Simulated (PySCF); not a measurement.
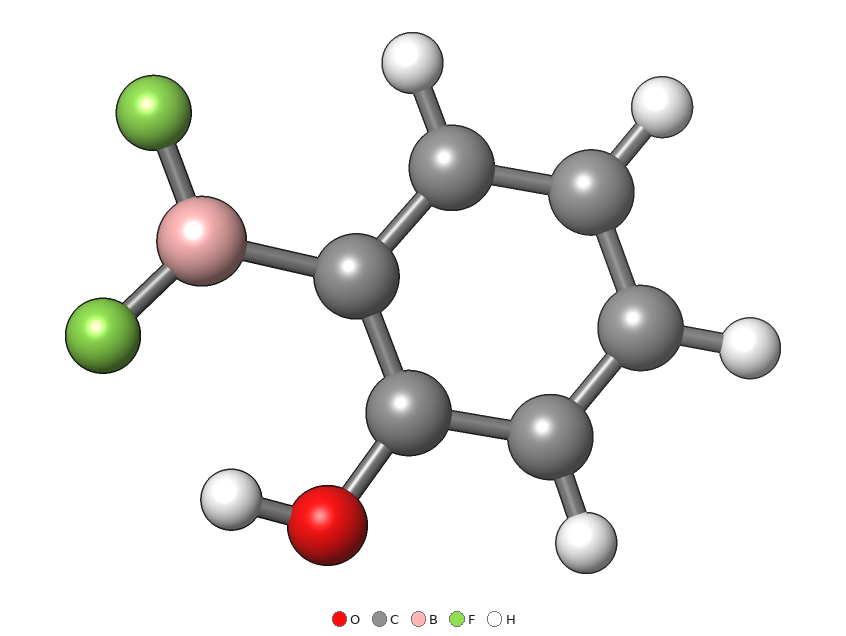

Every bond is drawn as one stick, whatever its order.

The geometry was computed by an optimisation with GFN2-xTB. No frequency run is at hand to confirm it as a minimum.

> Count the atoms of each element.

C6H5BF2O, 15 atoms: 6 carbon, 5 hydrogen, 1 boron, 2 fluorine and 1 oxygen.

> Does it have rings?

Independent rings (smallest set): 1 of 6 members, 1 of them aromatic.

> Write the SMILES.

Oc1ccccc1B(F)F

> Name functional groups in it.

Among them: phenol.

The parts below concern this one geometry. Atoms keep their numbers from picture to picture.

## Symmetry

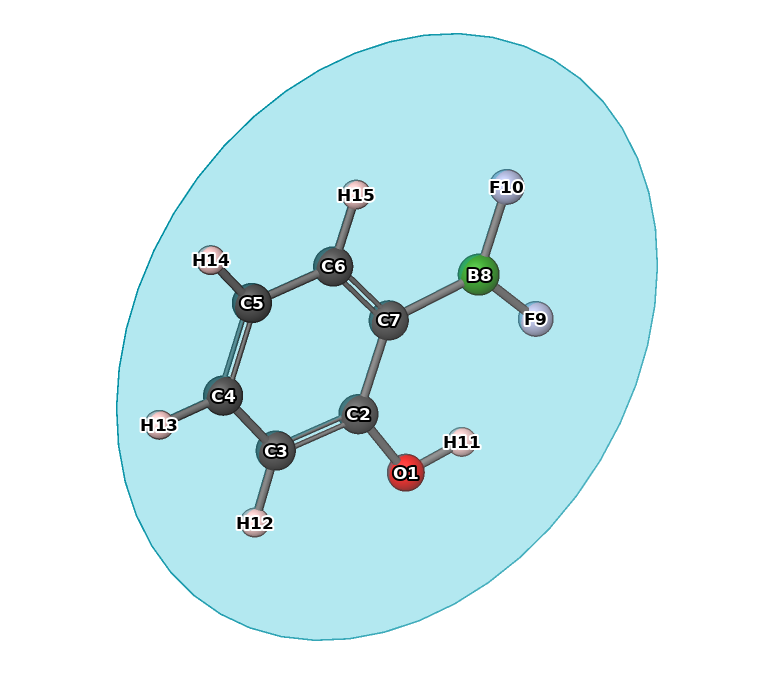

A disc through the centre of mass is drawn in. Depth is shown by fading: the farther an atom, the more it takes the colour of the background. No frequency run is at hand to confirm it as a minimum.

> Is the plane of the disc a mirror plane of the structure?

Yes. The reflection leaves O1, C2, C3, C4, C5, C6, C7, B8, F9, F10, H11, H12, H13, H14, H15 in place. The point group is Cs.

## Dipole moment

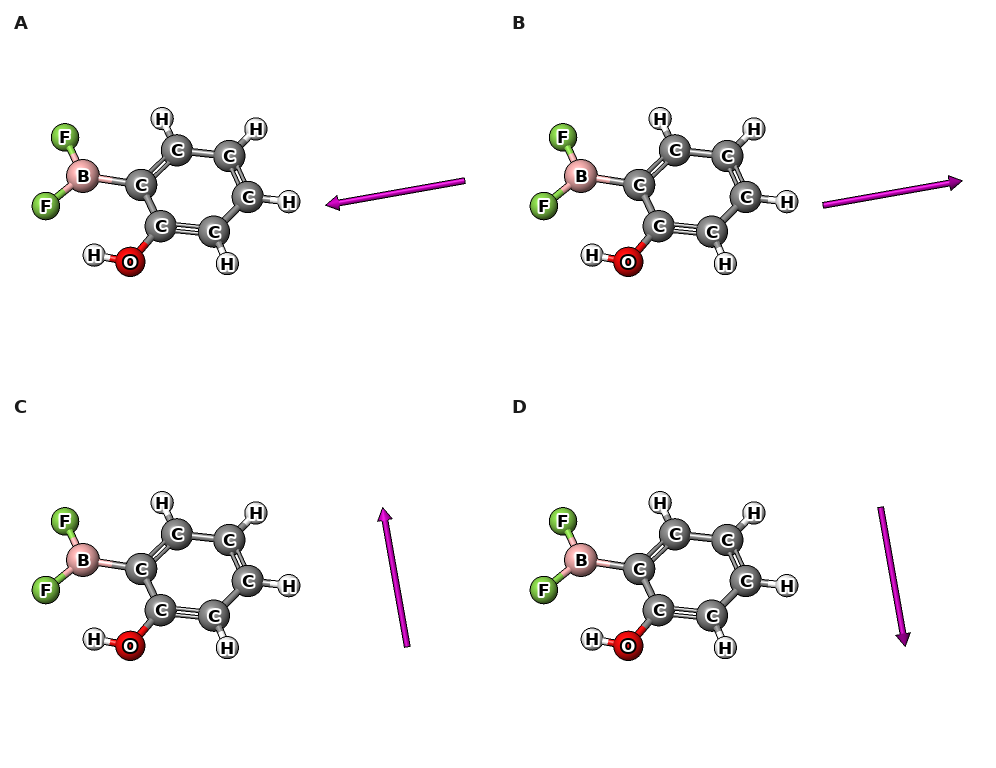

The same molecule four times, each with an arrow. No frequency run is at hand to confirm it as a minimum. Properties computed with CAM-B3LYP/def2-SVPD, gas phase (PySCF 2.14.0).

> Which arrow points along the dipole moment, from the negative to the positive end?

B. The dipole moment is 1.54 D.

## Excitation

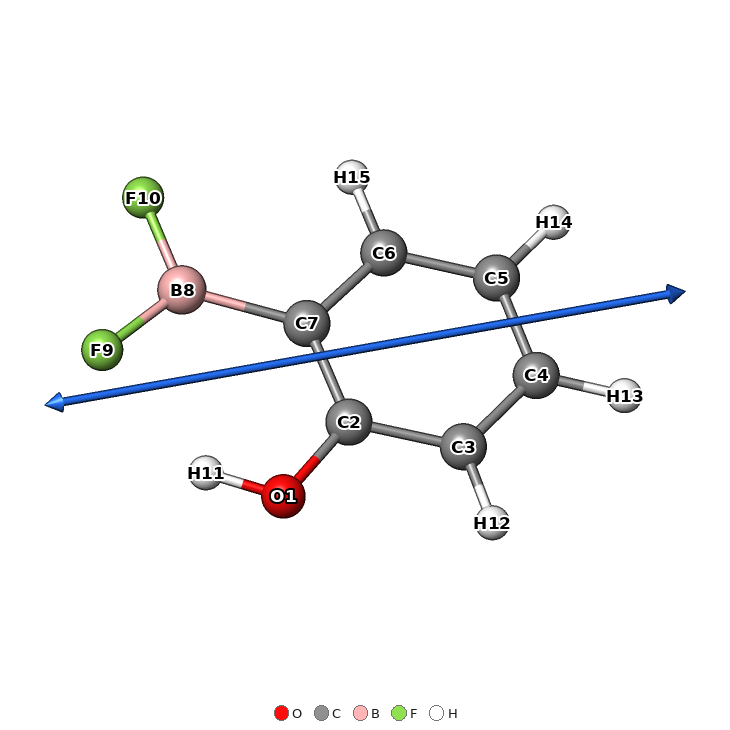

The double arrow shows the direction of the transition dipole to excited singlet state 4 (its length means nothing). No frequency run is at hand to confirm it as a minimum. Properties computed with TDDFT CAM-B3LYP/def2-SVPD, vertical, gas phase, core orbitals frozen in the response (PySCF 2.14.0).

> How is the transition polarised?

In the molecular plane, close to the long direction C4···F9.

> Where does the transition lie, and how strong is it?

6.49 eV (191 nm), oscillator strength 0.58, mainly HOMO → LUMO+1 (weight 0.64); transition dipole 4.85 D.

## Polarisability

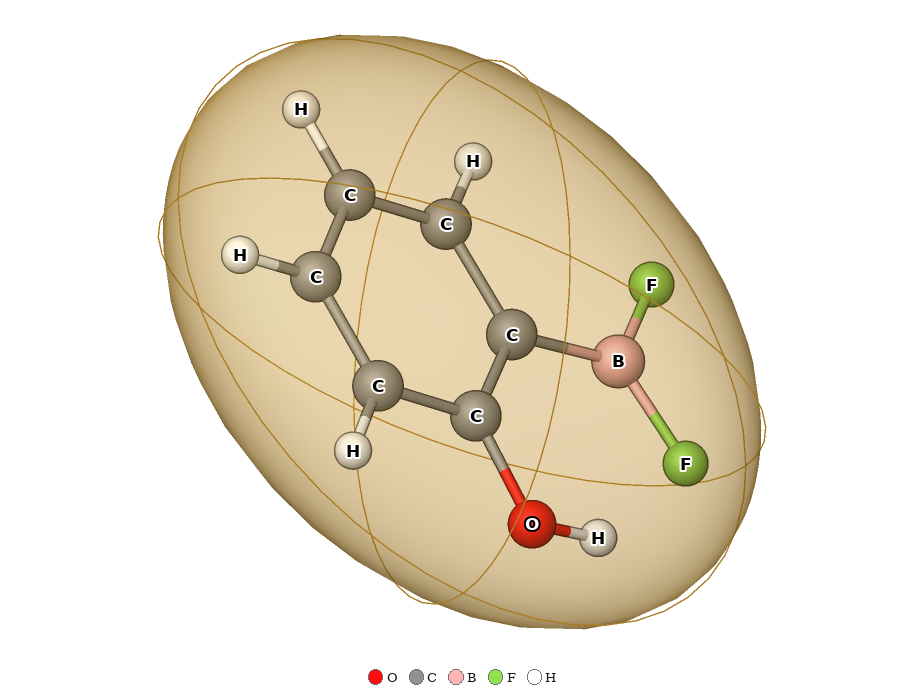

The ellipsoid shows the static dipole polarisability: its half-axes are proportional to the principal values. No frequency run is at hand to confirm it as a minimum. Level of theory: CAM-B3LYP/def2-SVPD (PySCF 2.14.0).

> Give the principal values, the mean and the anisotropy.

Principal values 50.7, 95.4, 109.8 bohr³; mean 85.3 bohr³ (12.65 Å³); anisotropy 53.4 bohr³, so the longest axis is 2.16 times the shortest.

The geometry is semi-empirical. Around B such bond lengths and angles can be off by a tenth of an ångström or more and by several degrees, and values that hang on the shape move with them.
